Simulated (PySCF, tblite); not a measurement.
# C4H3F3O2S: excited states, first hyperpolarisability

What do calculations give for the excited states, first hyperpolarisability of C4H3F3O2S (`C=C=CS(=O)(=O)C(F)(F)F`)?

Programs: tblite 0.8.0 and PySCF 2.14.0, with routines of our own; each step states its level. All values are computed. Atoms count from 0.

### 1 The starting structure

13 atoms, charge 0, multiplicity 1; geometry from: force field or distance geometry start.

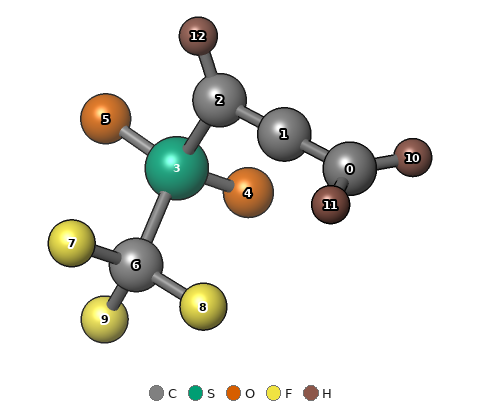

The starting geometry (carbon grey, sulfur teal, oxygen orange, fluorine yellow, hydrogen brown).

### 2 Relaxing the molecule with GFN2-xTB

The job: settings as JSON, then the geometry in Å.

```
{"job": {"kind": "relax", "xc": "GFN2-xTB", "basis": "xTB"}, "charge": 0, "multiplicity": 1}
C      2.414800    -0.481200    -0.414200
C      1.444600    -0.015000     0.358800
C      0.495100     0.435000     1.130000
S     -0.978000     0.875500     0.286200
O     -0.651100     1.883800    -0.740800
O     -1.951400     1.425100     1.292800
C     -1.615600    -0.563500    -0.522100
F     -1.874300    -1.535200     0.415100
F     -0.664600    -1.056900    -1.406100
F     -2.758700    -0.197300    -1.216900
H      3.061800     0.251600    -0.806200
H      2.402700    -1.529800    -0.563800
H      0.670400     0.508500     2.169300
```

Run with:

```
$ OMP_NUM_THREADS=1 python excited_run.py task.json out
```

The driver reads the jobs from task.json and runs them one after another.

The log of the run:

```text
step      E/eV     max force
  0    -966.71733    7.039
  1    -967.35577    3.338
  2    -967.44050    3.729
  3    -967.51802    1.373
  4    -967.55856    0.529
  5    -967.58562    0.430
  6    -967.59509    0.472
  7    -967.60390    0.291
  8    -967.61897    0.276
  9    -967.62339    0.188
 10    -967.62543    0.113
 11    -967.62705    0.103
 12    -967.62917    0.172
 13    -967.63084    0.134
 14    -967.63177    0.068
 15    -967.63235    0.076
 16    -967.63297    0.104
 17    -967.63363    0.102
 18    -967.63426    0.065
 19    -967.63478    0.063
 20    -967.63525    0.096
 21    -967.63574    0.112
 22    -967.63632    0.098
 23    -967.63701    0.084
 24    -967.63781    0.104
 25    -967.63859    0.083
 26    -967.63930    0.088
 27    -967.63994    0.067
 28    -967.64056    0.104
 29    -967.64112    0.098
 30    -967.64150    0.050
 31    -967.64171    0.056
 32    -967.64187    0.054
 33    -967.64206    0.057
 34    -967.64224    0.040
 35    -967.64236    0.036
 36    -967.64248    0.037
 37    -967.64264    0.066
 38    -967.64291    0.090
 39    -967.64326    0.085
 40    -967.64364    0.050
 41    -967.64405    0.049
 42    -967.64458    0.098
 43    -967.64529    0.134
 44    -967.64595    0.104
 45    -967.64629    0.042
 46    -967.64641    0.032
 47    -967.64650    0.046
 48    -967.64669    0.083
 49    -967.64705    0.102
 50    -967.64757    0.088
 51    -967.64798    0.054
 52    -967.64824    0.049
 53    -967.64845    0.062
 54    -967.64871    0.075
 55    -967.64892    0.055
 56    -967.64904    0.019
 57    -967.64910    0.017
 58    -967.64915    0.024
 59    -967.64922    0.025
 60    -967.64928    0.026
 61    -967.64935    0.018
 62    -967.64944    0.029
 63    -967.64955    0.035
 64    -967.64969    0.040
 65    -967.64988    0.046
 66    -967.65011    0.035
 67    -967.65034    0.041
 68    -967.65056    0.036
 69    -967.65078    0.039
 70    -967.65102    0.045
 71    -967.65129    0.038
 72    -967.65159    0.040
 73    -967.65184    0.042
 74    -967.65207    0.039
 75    -967.65233    0.056
 76    -967.65266    0.051
 77    -967.65302    0.038
 78    -967.65328    0.033
 79    -967.65351    0.037
 80    -967.65377    0.043
 81    -967.65399    0.035
 82    -967.65413    0.025
 83    -967.65419    0.030
 84    -967.65426    0.023
 85    -967.65430    0.020
 86    -967.65437    0.020
 87    -967.65440    0.019
 88    -967.65445    0.014
 89    -967.65448    0.014
 90    -967.65451    0.015
 91    -967.65454    0.017
 92    -967.65456    0.013
 93    -967.65459    0.012
 94    -967.65461    0.012
 95    -967.65463    0.015
 96    -967.65467    0.017
 97    -967.65472    0.019
 98    -967.65475    0.013
 99    -967.65478    0.012
100    -967.65481    0.014
101    -967.65485    0.022
102    -967.65493    0.033
103    -967.65504    0.033
104    -967.65514    0.025
105    -967.65522    0.025
106    -967.65526    0.028
107    -967.65529    0.040
108    -967.65533    0.018
109    -967.65536    0.020
110    -967.65540    0.024
111    -967.65544    0.021
112    -967.65553    0.029
113    -967.65562    0.034
114    -967.65569    0.026
115    -967.65573    0.029
116    -967.65575    0.015
117    -967.65577    0.005
```

Run time: 0.81 s. Hardware: 1 thread of Arm Neoverse V1, shared host.

The steps of the relaxation: (not every step is listed)

```
step  energy from step 0 (eV)  largest force (eV/Å)
   0                   0.0000                7.0389
   1                  -0.6384                3.3376
   2                  -0.7232                3.7291
   3                  -0.8007                1.3728
   4                  -0.8412                0.5291
   5                  -0.8683                0.4296
   6                  -0.8778                0.4721
   7                  -0.8866                0.2913
   8                  -0.9016                0.2761
  18                  -0.9169                0.0655
  28                  -0.9232                0.1044
  38                  -0.9256                0.0900
  48                  -0.9294                0.0833
  58                  -0.9318                0.0239
  68                  -0.9332                0.0361
  78                  -0.9360                0.0326
  88                  -0.9371                0.0144
  98                  -0.9374                0.0132
 108                  -0.9380                0.0177
 112                  -0.9382                0.0291
 113                  -0.9383                0.0342
 114                  -0.9384                0.0261
 115                  -0.9384                0.0288
 116                  -0.9384                0.0151
 117                  -0.9384                0.0055
```

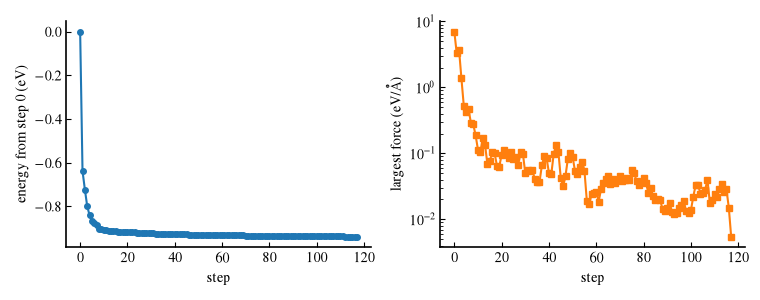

Energy and largest force along the relaxation.

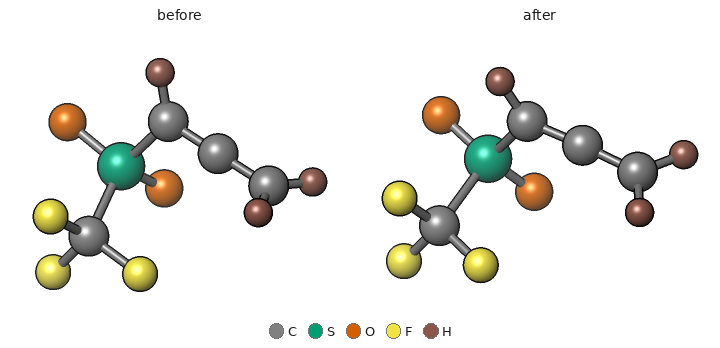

Before and after, at one scale.

Close pairs (by a distance rule), those that changed most:

```
 bond  before (Å)  after (Å)  change (Å)
S3–C6       1.769      1.902      +0.133
S3–O5       1.504      1.426      -0.078
C6–F9       1.387      1.322      -0.065
C6–F8       1.389      1.335      -0.054
S3–O4       1.476      1.426      -0.050
C6–F7       1.375      1.334      -0.041
C0–C1       1.325      1.290      -0.036
C2–S3       1.754      1.786      +0.033
```

The next job starts from the end point, and lists it.

### 3 Vibrational analysis with GFN2-xTB

The job: settings as JSON, then the geometry in Å.

```
{"job": {"kind": "ir", "xc": "GFN2-xTB", "basis": "xTB"}, "charge": 0, "multiplicity": 1}
C      2.560239    -0.292704    -0.394516
C      1.545270    -0.051662     0.363801
C      0.485824     0.226208     1.050269
S     -0.891011     0.992193     0.208264
O     -0.469070     1.696233    -0.957876
O     -1.764184     1.620235     1.144768
C     -1.798247    -0.558865    -0.414927
F     -2.105937    -1.339613     0.621715
F     -0.985670    -1.251423    -1.215558
F     -2.905226    -0.265557    -1.075960
H      3.362418     0.417359    -0.505627
H      2.651793    -1.221660    -0.932288
H      0.309413     0.029742     2.090208
```

The log of the run:

```text
mode    cm-1     km/mol
  1      27.2      0.20
  2      32.1      0.63
  3     100.8      3.87
  4     112.9      4.53
  5     130.0      3.64
  6     210.9      0.99
  7     258.2      1.99
  8     278.1      0.79
  9     324.2     12.01
 10     331.3      2.25
 11     382.7     53.54
 12     427.3     41.89
 13     469.5     21.06
 14     472.8     11.49
 15     518.1     81.23
 16     539.3    264.26
 17     656.3      2.55
 18     721.3    141.86
 19     790.6     33.52
 20     853.8     42.27
 21     924.2      1.65
 22    1034.0     10.75
 23    1071.2    205.70
 24    1096.5    189.12
 25    1126.3     57.97
 26    1162.6    417.53
 27    1224.8     33.44
 28    1299.8    500.71
 29    1384.7      0.58
 30    2070.2    236.27
 31    3090.8      7.39
 32    3105.6      0.95
 33    3128.7      6.07
```

Run time: 0.46 s. Hardware: 1 thread of Arm Neoverse V1, shared host.

Which atoms move in the most intense modes:

```
cm⁻¹  km/mol                                 atoms
 518    81.2    S3 28 %, C1 20 %, O4 15 %, O5 13 %
 539   264.3  S3 28 %, C2 22 %, H11 11 %, H10 11 %
 721   141.9                      C2 48 %, S3 25 %
1071   205.7             C6 56 %, F8 13 %, F7 11 %
1096   189.1             C6 72 %, F7 14 %, F8 13 %
1163   417.5    C6 26 %, O4 23 %, O5 23 %, S3 17 %
1300   500.7             S3 44 %, O5 28 %, O4 27 %
2070   236.3             C1 69 %, C0 16 %, C2 14 %
```

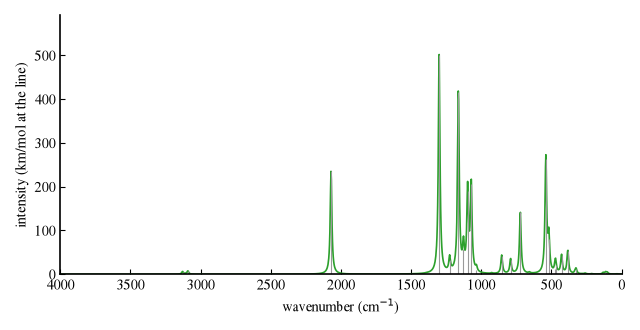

The infrared spectrum from these modes, unscaled. Lines are broadened to a width of 14 cm⁻¹ (Lorentzian).

### 4 Excited states: TDA PBE0/def2-SVPD

Settings changed since step 3:

```diff
@@ -1,2 +1,2 @@
-{"job": {"kind": "ir", "xc": "GFN2-xTB", "basis": "xTB"}, "charge": 0, "multiplicity": 1}
+{"job": {"kind": "states", "xc": "PBE0", "basis": "def2-SVPD", "tda": true, "soc": true, "nstates": 6, "ntriplets": 6, "nquad": 4}, "charge": 0, "multiplicity": 1}
 C      2.560239    -0.292704    -0.394516
```

With the program's defaults for keys left out, this is: TDA PBE0/def2-SVPD excited states, vertical, gas phase, spin-orbit mean-field couplings.

The log of the run:

```text
coarse grid: 13264 points
cycle   1  E = -1000.4618763342  dE =  2.474e+00  |g| = 1.385e+00  |ddm| = 7.504e+00
cycle   2  E = -999.1689002766  dE =  1.293e+00  |g| = 2.984e+00  |ddm| = 5.017e+00
cycle   3  E = -1000.8193424277  dE = -1.650e+00  |g| = 2.233e-01  |ddm| = 3.905e+00
cycle   4  E = -1000.8247322237  dE = -5.390e-03  |g| = 1.633e-01  |ddm| = 4.899e-01
cycle   5  E = -1000.8300100465  dE = -5.278e-03  |g| = 3.098e-02  |ddm| = 2.237e-01
cycle   6  E = -1000.8302210714  dE = -2.110e-04  |g| = 1.128e-02  |ddm| = 7.197e-02
cycle   7  E = -1000.8302486224  dE = -2.755e-05  |g| = 3.644e-03  |ddm| = 1.980e-02
cycle   8  E = -1000.8302509108  dE = -2.288e-06  |g| = 1.161e-03  |ddm| = 4.885e-03
final grid: 129928 points
cycle   9  E = -1000.9586326764  dE = -2.927e-05  |g| = 1.088e-02  |ddm| = 1.046e-01
cycle  10  E = -1000.9585997186  dE =  3.296e-05  |g| = 1.684e-02  |ddm| = 3.966e-02
cycle  11  E = -1000.9586580094  dE = -5.829e-05  |g| = 2.363e-03  |ddm| = 2.197e-02
cycle  12  E = -1000.9586591422  dE = -1.133e-06  |g| = 3.365e-04  |ddm| = 4.521e-03
cycle  13  E = -1000.9586591620  dE = -1.980e-08  |g| = 2.055e-04  |ddm| = 9.548e-04
cycle  14  E = -1000.9586591725  dE = -1.051e-08  |g| = 3.452e-05  |ddm| = 3.181e-04
cycle  15  E = -1000.9586591726  dE = -1.394e-10  |g| = 2.286e-05  |ddm| = 7.358e-05
converged SCF energy = -1000.9586591726

Singlet excitations
state   eV       nm        f     d(h-e)  d(exc)  Lambda  PR(NTO)  |dmu|/D   mu/D   main configurations
  1   5.3497   231.8   0.00164   0.368   2.813   0.577   1.037    0.520    5.026   H->L 0.89
  2   6.1536   201.5   0.00063   0.758   2.655   0.576   1.051    1.777    3.410   H-1->L+1 0.80, H-1->L 0.10
  3   6.5246   190.0   0.01161   1.489   3.164   0.439   1.237    4.274    1.087   H-2->L 0.71, H-3->L 0.12
  4   6.6210   187.3   0.04979   1.696   3.467   0.675   1.375    4.839    1.828   H->L+1 0.57, H-1->L 0.11
  5   6.7055   184.9   0.01282   1.725   3.206   0.504   1.044                     H-3->L 0.74, H-2->L 0.16
  6   7.0755   175.2   0.00201   2.742   3.756   0.459   1.022                     H-2->L+1 0.79, H-3->L+1 0.15

Triplet excitations (Tamm-Dancoff)
state   eV     d(h-e)  d(exc)  Lambda  PR(NTO)   main configurations
  1   4.4046   0.022   2.353   0.690   1.383   H->L+1 0.52, H-1->L 0.14, H-3->L+1 0.11
  2   4.6903   0.184   2.328   0.765   1.430   H-1->L 0.73, H->L+1 0.15
  3   4.9669   0.447   2.726   0.588   1.027   H->L 0.80, H->L+1 0.08
  4   5.7742   0.738   2.604   0.553   1.107   H-1->L+1 0.89
  5   6.1412   1.157   2.993   0.459   1.154   H-2->L 0.47, H-3->L 0.36
  6   6.4601   1.807   3.154   0.461   1.055   H-3->L 0.46, H-2->L 0.43
S1 - T1 = 0.9452 eV

Spin-orbit couplings |<S|Hso|T>| (cm-1)
             T1       T2       T3       T4       T5       T6
S0        3.093    1.851    6.675    5.644   10.359   15.430
S1        4.300    3.919    0.907    1.220   12.518   15.547
S2        1.255    6.067    1.678    0.849    5.088    7.381
S3        6.638    6.853   13.266    4.225    9.109   28.084
S4        3.746    5.912    2.418    1.723    6.212   12.728
S5        5.819    7.862   12.542    5.731   27.970   11.659
S6        8.642    4.949    1.341    8.737   10.670   16.411
T1 sublevels (cm-1): 0.000 0.005 0.017   radiative rates (1/s): 0.991 0.193 1.74
```

Run time: 63 s. Hardware: 1 thread of Arm Neoverse V1, shared host; peak memory 0.96 GiB.

In short:

```
  quantity    value
S1 less T1  0.95 eV
```

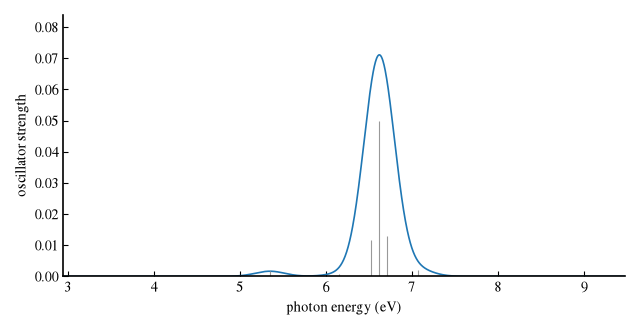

Absorption lines of the singlets. Lines are broadened to a width of 0.40 eV (Gaussian).

The fields below are evaluated on a grid from the run's orbitals.

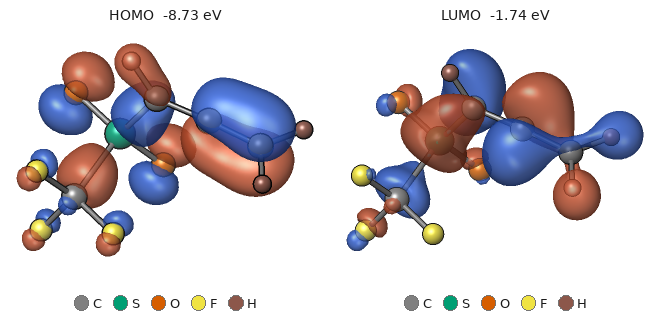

Frontier orbitals at PBE0/def2-SVPD; each surface holds 70 % of the orbital's density, blue and red mark the sign.

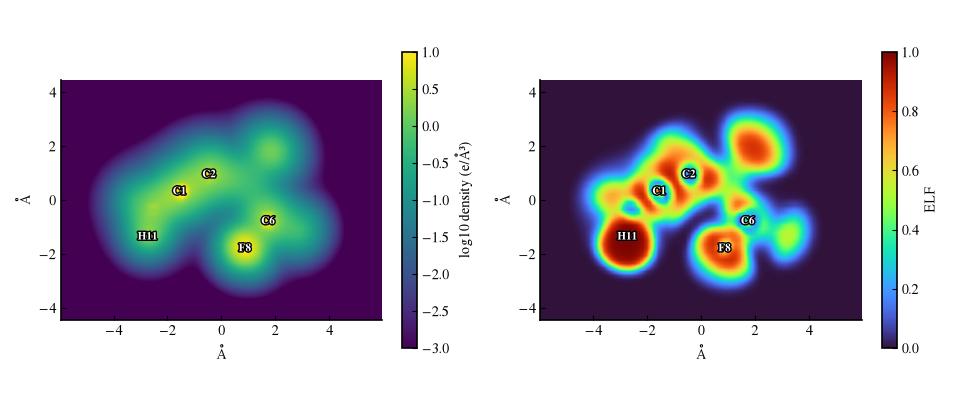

Density (left) and ELF (right) in a plane through or near 5 of the atoms.

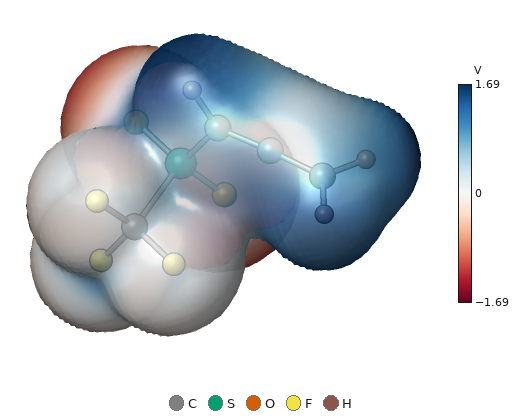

The potential that a unit positive charge feels on the 0.002 e/bohr³ surface, from -1.31 V near O5 to 1.69 V near H12.

### 5 Excited states: TDDFT B3LYP/def2-SVPD

Settings changed since step 4:

```diff
@@ -1,2 +1,2 @@
-{"job": {"kind": "states", "xc": "PBE0", "basis": "def2-SVPD", "tda": true, "soc": true, "nstates": 6, "ntriplets": 6, "nquad": 4}, "charge": 0, "multiplicity": 1}
+{"job": {"kind": "states", "xc": "B3LYP", "basis": "def2-SVPD", "tpa": true, "nstates": 6, "nquad": 5, "ntriplets": 0}, "charge": 0, "multiplicity": 1}
 C      2.560239    -0.292704    -0.394516
```

Method: TDDFT B3LYP/def2-SVPD excited states, vertical, gas phase, two-photon moments by quadratic response.

The log of the run:

```text
coarse grid: 13264 points
cycle   1  E = -1001.1726656507  dE =  2.467e+00  |g| = 1.474e+00  |ddm| = 8.302e+00
cycle   2  E = -999.3710095074  dE =  1.802e+00  |g| = 3.430e+00  |ddm| = 5.479e+00
cycle   3  E = -1001.5688696172  dE = -2.198e+00  |g| = 2.795e-01  |ddm| = 4.327e+00
cycle   4  E = -1001.5772991301  dE = -8.430e-03  |g| = 2.076e-01  |ddm| = 6.073e-01
cycle   5  E = -1001.5856587692  dE = -8.360e-03  |g| = 4.390e-02  |ddm| = 2.656e-01
cycle   6  E = -1001.5860847202  dE = -4.260e-04  |g| = 1.547e-02  |ddm| = 9.184e-02
cycle   7  E = -1001.5861360215  dE = -5.130e-05  |g| = 5.482e-03  |ddm| = 2.635e-02
cycle   8  E = -1001.5861412887  dE = -5.267e-06  |g| = 1.614e-03  |ddm| = 6.383e-03
final grid: 129928 points
cycle   9  E = -1001.7214958650  dE = -3.550e-05  |g| = 7.021e-03  |ddm| = 1.359e-01
cycle  10  E = -1001.7214780857  dE =  1.778e-05  |g| = 1.189e-02  |ddm| = 2.447e-02
cycle  11  E = -1001.7215054445  dE = -2.736e-05  |g| = 1.736e-03  |ddm| = 1.390e-02
cycle  12  E = -1001.7215060535  dE = -6.090e-07  |g| = 3.070e-04  |ddm| = 3.079e-03
cycle  13  E = -1001.7215060692  dE = -1.566e-08  |g| = 1.694e-04  |ddm| = 5.943e-04
cycle  14  E = -1001.7215060756  dE = -6.351e-09  |g| = 2.905e-05  |ddm| = 2.261e-04
cycle  15  E = -1001.7215060757  dE = -1.028e-10  |g| = 1.594e-05  |ddm| = 4.903e-05
converged SCF energy = -1001.7215060757

Singlet excitations
state   eV       nm        f     d(h-e)  d(exc)  Lambda  PR(NTO)  |dmu|/D   mu/D   delta(TPA)   sigma/GM   main configurations
  1   5.2569   235.9   0.00137   0.334   2.855   0.584   1.034    0.410    4.848        0.39      0.004   H->L 0.91
  2   6.0230   205.9   0.00213   0.789   2.713   0.603   1.037    1.801    3.348       15.41      0.205   H-1->L+1 0.70, H-1->L 0.15, H->L+1 0.08
  3   6.3144   196.4   0.01684   1.596   3.255   0.482   1.695    4.435    0.972       48.05      0.702   H-2->L 0.59, H->L+1 0.15, H-1->L+1 0.13
  4   6.3741   194.5   0.04756   1.724   3.424   0.591   1.672    4.784    1.495       86.45      1.287   H->L+1 0.46, H-2->L 0.27, H-1->L+1 0.09
  5   6.4977   190.8   0.00637   1.554   3.197   0.525   1.041    4.451    0.896        7.77      0.120   H-3->L 0.83
  6   6.7838   182.8   0.00110   2.792   3.791   0.416   1.023                                            H-2->L+1 0.88
```

Run time: 64 s. Hardware: 1 thread of Arm Neoverse V1, shared host; peak memory 0.94 GiB.

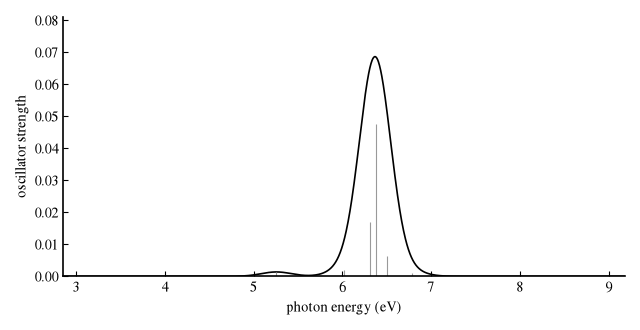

Absorption lines of the singlets. Lines are broadened to a width of 0.40 eV (Gaussian).

### 6 First hyperpolarisability: quadratic response BHandHLYP/def2-SVPD

Settings changed since step 5:

```diff
@@ -1,2 +1,2 @@
-{"job": {"kind": "states", "xc": "B3LYP", "basis": "def2-SVPD", "tpa": true, "nstates": 6, "nquad": 5, "ntriplets": 0}, "charge": 0, "multiplicity": 1}
+{"job": {"kind": "beta", "xc": "BHandHLYP", "basis": "def2-SVPD", "wavelengths": [1064]}, "charge": 0, "multiplicity": 1}
 C      2.560239    -0.292704    -0.394516
```

With the program's defaults for keys left out, this is: quadratic response BHandHLYP/def2-SVPD first hyperpolarisability, Taylor convention, gas phase.

The log of the run:

```text
coarse grid: 13264 points
cycle   1  E = -1000.9393338716  dE =  2.682e+00  |g| = 1.395e+00  |ddm| = 7.182e+00
cycle   2  E = -1000.4526925406  dE =  4.866e-01  |g| = 2.183e+00  |ddm| = 3.970e+00
cycle   3  E = -1001.3189266126  dE = -8.662e-01  |g| = 1.388e-01  |ddm| = 2.691e+00
cycle   4  E = -1001.3212879094  dE = -2.361e-03  |g| = 9.608e-02  |ddm| = 3.011e-01
cycle   5  E = -1001.3231124634  dE = -1.825e-03  |g| = 1.216e-02  |ddm| = 1.311e-01
cycle   6  E = -1001.3231448780  dE = -3.241e-05  |g| = 5.025e-03  |ddm| = 2.970e-02
cycle   7  E = -1001.3231501848  dE = -5.307e-06  |g| = 1.908e-03  |ddm| = 9.019e-03
final grid: 129928 points
cycle   8  E = -1001.4112866504  dE = -1.761e-05  |g| = 3.405e-03  |ddm| = 8.339e-02
cycle   9  E = -1001.4112853888  dE =  1.262e-06  |g| = 4.368e-03  |ddm| = 1.260e-02
cycle  10  E = -1001.4112890173  dE = -3.629e-06  |g| = 5.213e-04  |ddm| = 5.061e-03
cycle  11  E = -1001.4112890701  dE = -5.284e-08  |g| = 1.512e-04  |ddm| = 9.286e-04
cycle  12  E = -1001.4112890751  dE = -4.953e-09  |g| = 5.774e-05  |ddm| = 3.089e-04
cycle  13  E = -1001.4112890758  dE = -7.628e-10  |g| = 1.280e-05  |ddm| = 1.009e-04
converged SCF energy = -1001.4112890758

Lowest singlets (eV, f): 5.5545 0.0008  6.3560 0.0002  7.0826 0.0247

First hyperpolarisability (au)
process     nm      |vector|   parallel      HRS      DR
static         -      194.76    -100.84      73.36   7.471
shg       1064.0      218.04    -113.34      82.38   7.278
eope      1064.0      202.01    -104.73          -       -
```

Wall time 55 s (1 thread of Arm Neoverse V1, shared host); peak memory 0.93 GiB.

### 7 Outcome

| quantity | value |
| --- | --- |
| strongest single infrared mode (GFN2-xTB) | 1300 cm⁻¹, 501 km/mol |
| zero-point energy (GFN2-xTB) | 42.0 kcal/mol |
| S1 less T1 (step 4, TDA PBE0/def2-SVPD) | 0.95 eV |
| potential on the surface of density 0.002 e/bohr³, 1st and 99th percentile | -1.31 V and 1.69 V |
| β vector (step 6, quadratic response BHandHLYP/def2-SVPD) | static 195, SHG 1064.0 nm 218 au |

In words: No mode is imaginary among the 33: a minimum at this level. The strongest single mode, at 1300 cm⁻¹, has its largest shares on S3, O5 and O4 (the list is cut at 3 atoms). GFN2-xTB is a fitted tight-binding method: band positions and strengths are rough. Its intensities can rank the bands wrongly. In step 4, the number of triplets below S1 is 3, and the largest singlet-triplet spin-orbit coupling is S3–T6, 28.08 cm⁻¹. At PBE0/def2-SVPD, counted by nearest atom on the grid, the HOMO lies on C0 24 %; C1 17 %, the LUMO on C1 35 %; C2 18 %. β grows from 195 au (static) to 218 au for doubling at 1064.0 nm: normal dispersion, which grows as twice the photon energy moves toward the bright states.
